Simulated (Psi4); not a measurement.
# AuF (SMILES [F][Au]): HSE06/def2-TZVPP (core potential)

Aim: the energy change on altering one bond length of AuF at HSE06/def2-TZVPP (core potential), from 2 runs. Input form: a Python script.

Program for the calculation: Psi4 1.11.

2 further runs of the same task are left out: 2 set aside as unsound or not needed.

### Step 1. The structure to begin with

AuF: 2 atoms, total charge 0, spin state singlet. SMILES: `[F][Au]`. Geometry: relaxed at PBE0-D4/def2-TZVP.

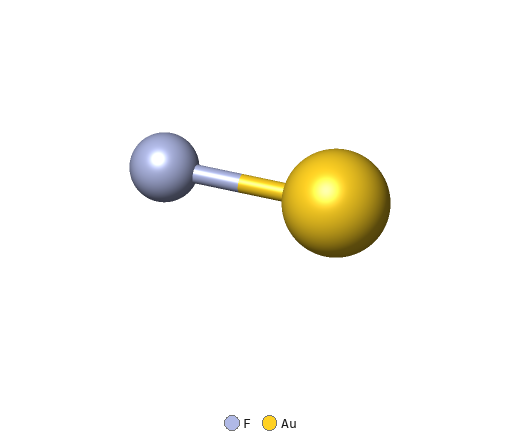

The structure, seen from a chosen angle (fluorine light blue, gold amber).

### Step 2. Energy and forces at HSE06/def2-TZVPP (core potential)

run.py

```python
import psi4

psi4.set_memory('1600 MB')
psi4.set_num_threads(1)
psi4.core.set_output_file('psi4.out', False)

mol = psi4.geometry("""
0 1
F
Au 1 1.938742
symmetry c1
no_reorient
no_com
""")

psi4.set_options({
    'basis': 'def2-TZVPP',
    'reference': 'rks',
    'puream': True,
    'e_convergence': 1e-09,
    'd_convergence': 1e-08,
    'scf_type': 'pk',
    'dft_radial_points': 99,
    'dft_spherical_points': 590,
})

e, wfn = psi4.gradient('hse06', return_wfn=True)
psi4.oeprop(wfn, 'DIPOLE', 'LOWDIN_CHARGES', 'QUADRUPOLE', title='HSE06')
print('gradient / Eh bohr^-1')
print(e.np.round(6))
print(f'energy = {wfn.energy():.10f} Eh')
```

Run with:

```bash
$ python run.py
```

psi4.out:

```text
[...]
    !!!  WARNING: ECP capability is in beta. Please check occupations closely.  !!!
[...]
  Running in c1 symmetry.
[...]
  Nuclear repulsion =   46.674236708427429
[...]
  Multiplicity = 1
[...]
  Nalpha       = 14
  Nbeta        = 14
[...]
    Number of basis functions: 87
[...]
   @RKS iter   1:  -235.34930629323648   -3.74259e-01   6.79608e-03 ADIIS/DIIS
[...]
   @RKS iter  12:  -235.48819759694848    2.00089e-11   3.37700e-09 DIIS
[...]
    Orbital Energies [Eh]
    ---------------------
    Doubly Occupied:
       1A    -24.693479     2A     -4.205062     3A     -2.385432
       4A     -2.368734     5A     -2.368734     6A     -1.105339
       7A     -0.440047     8A     -0.395671     9A     -0.395671
      10A     -0.333437    11A     -0.333437    12A     -0.304868
      13A     -0.304868    14A     -0.292117
[...]
  @RKS Final Energy:  -235.48819759694848
   => Energetics <=
    Nuclear Repulsion Energy =             46.6742367084274292
    One-Electron Energy =                -471.5331053485501798
    Two-Electron Energy =                 207.5178988224550949
    DFT Exchange-Correlation Energy =     -18.1472277792808327
    Empirical Dispersion Energy =           0.0000000000000000
    VV10 Nonlocal Energy =                  0.0000000000000000
    Total Energy =                       -235.4881975969484813
[...]
  -Total Gradient:
     Atom            X                  Y                   Z
    ------   -----------------  -----------------  -----------------
       1       -0.000000000400    -0.000000000281    -0.000719719119
       2       -0.000000005313    -0.000000004687     0.000629984734
[...]
 Multipole Moments:
 ------------------------------------------------------------------------------------
     Multipole            Electronic (a.u.)      Nuclear  (a.u.)        Total (a.u.)
 ------------------------------------------------------------------------------------
 L = 1.  Multiply by 2.5417464519 to convert [e a0] to [Debye]
 Dipole X            :          0.0000000            0.0000000            0.0000000
 Dipole Y            :          0.0000000            0.0000000            0.0000000
 Dipole Z            :         25.6349470          -23.9489814            1.6859657
 Magnitude           :                                                    1.6859657
 L = 2.  Multiply by 1.3450342976 to convert [e a0^2] to [Debye ang]
 Quadrupole XX       :        -20.2231201            0.0000000          -20.2231201
 Quadrupole XY       :         -0.0000000            0.0000000           -0.0000000
[...]
```

Standard output:

```text
gradient / Eh bohr^-1
[[-0.      -0.      -0.00072]
 [-0.      -0.       0.00063]]
energy = -235.4881975969 Eh
```

It took 25 s on 1 thread of Intel Xeon Platinum 8488C (Sapphire Rapids), shared host; peak memory 0.67 GiB.

### Step 3. The distorted shape at the same level

run.py

```python
import psi4

psi4.set_memory(1600000000)
psi4.set_num_threads(1)
psi4.set_output_file('psi4.out', False)

geom = psi4.geometry("""
0 1
F      3.14580440    -1.17946500     1.56581573
Au    -1.53124508     0.50455688    -0.77724436
units bohr
symmetry c1
no_reorient
no_com
""")

options = {'puream': True, 'e_convergence': 1e-09, 'd_convergence': 1e-08, 'scf_type': 'pk', 'dft_radial_points': 99, 'dft_spherical_points': 590}
psi4.set_options(options)

E, wfn = psi4.gradient('hse06/def2-TZVPP', return_wfn=True)
psi4.oeprop(wfn, 'MAYER_INDICES', 'MULLIKEN_CHARGES', 'DIPOLE')
print('gradient / Eh bohr^-1')
print(E.np.round(6))
print(f'energy = {wfn.energy():.10f} Eh')
```

Run with:

```bash
$ python run.py
```

psi4.out:

```text
[...]
    !!!  WARNING: ECP capability is in beta. Please check occupations closely.  !!!
[...]
  Running in c1 symmetry.
[...]
  Nuclear repulsion =   31.116300005151164
[...]
  Multiplicity = 1
[...]
  Nalpha       = 14
  Nbeta        = 14
[...]
    Number of basis functions: 87
[...]
   @RKS iter   1:  -235.19815599209309   -4.07721e-01   7.65983e-03 ADIIS/DIIS
[...]
   @RKS iter  15:  -235.40624684535800   -1.53193e-11   1.97630e-09 DIIS
[...]
    Orbital Energies [Eh]
    ---------------------
    Doubly Occupied:
       1A    -24.636373     2A     -4.220384     3A     -2.392825
       4A     -2.391018     5A     -2.391018     6A     -1.022034
       7A     -0.365649     8A     -0.364072     9A     -0.364072
      10A     -0.362841    11A     -0.362841    12A     -0.288664
      13A     -0.287335    14A     -0.287335
[...]
  @RKS Final Energy:  -235.40624684535800
   => Energetics <=
    Nuclear Repulsion Energy =             31.1163000051511638
    One-Electron Energy =                -440.6587476660668585
    Two-Electron Energy =                 192.2426727318591873
    DFT Exchange-Correlation Energy =     -18.1064719163014871
    Empirical Dispersion Energy =           0.0000000000000000
    VV10 Nonlocal Energy =                  0.0000000000000000
    Total Energy =                       -235.4062468453579982
[...]
  -Total Gradient:
     Atom            X                  Y                   Z
    ------   -----------------  -----------------  -----------------
       1        0.033486069995    -0.012057018609     0.016775506315
       2       -0.033445949327     0.012042581381    -0.016755414045
[...]
 Multipole Moments:
 ------------------------------------------------------------------------------------
     Multipole            Electronic (a.u.)      Nuclear  (a.u.)        Total (a.u.)
 ------------------------------------------------------------------------------------
 L = 1.  Multiply by 2.5417464519 to convert [e a0] to [Debye]
 Dipole X            :         -1.5600891           -0.7814169           -2.3415061
 Dipole Y            :          1.8716887           -1.0286043            0.8430844
 Dipole Z            :         -0.4977223           -0.6753013           -1.1730236
 Magnitude           :                                                    2.7512590
[...]
  Mulliken Charges: (a.u.)
   Center  Symbol    Alpha    Beta     Spin     Total
       1     F     4.74545  4.74545  0.00000 -0.49091
       2    AU     9.25455  9.25455  0.00000  0.49091
   Total alpha = 14.00000, Total beta = 14.00000, Total charge =  0.00000
  Mayer Bond Indices:
[...]
```

On the terminal:

```text
gradient / Eh bohr^-1
[[ 0.033486 -0.012057  0.016776]
 [-0.033446  0.012043 -0.016755]]
energy = -235.4062468454 Eh
```

Run time: 20 s. Hardware: 1 thread of Intel Xeon Platinum 8488C (Sapphire Rapids), shared host; peak memory 0.61 GiB.

### Step 4. Outcome

Level: HSE06/def2-TZVPP (core potential).

| quantity | value |
| --- | --- |
| first shape: total energy | -235.48820 Eh |
| first shape: dipole moment | 4.29 D |
| first shape: HOMO energy | -7.95 eV |
| first shape: LUMO energy | -4.37 eV |
| first shape: HOMO–LUMO gap | 3.58 eV |
| first shape: largest force on an atom | 0.037 eV/Å |
| distorted shape: total energy | -235.40625 Eh |
| distorted shape: dipole moment | 6.99 D |
| distorted shape: HOMO energy | -7.82 eV |
| distorted shape: LUMO energy | -5.96 eV |
| distorted shape: HOMO–LUMO gap | 1.86 eV |
| distorted shape: largest force on an atom | 2.023 eV/Å |
| energy change with the F1–Au2 bond stretched from 1.939 to 2.908 Å | 2.230 eV |

In words: One bond (distorted shape) is far stretched, which a spin-restricted single reference describes badly; a broken-symmetry solution may lie lower. With the F1–Au2 bond stretched from 1.939 to 2.908 Å the energy rises by 2.23 eV (51 kcal/mol). The first shape isn't relaxed at this level, so the change isn't measured from a minimum. A restricted reference can't describe the breaking bond well at this length.
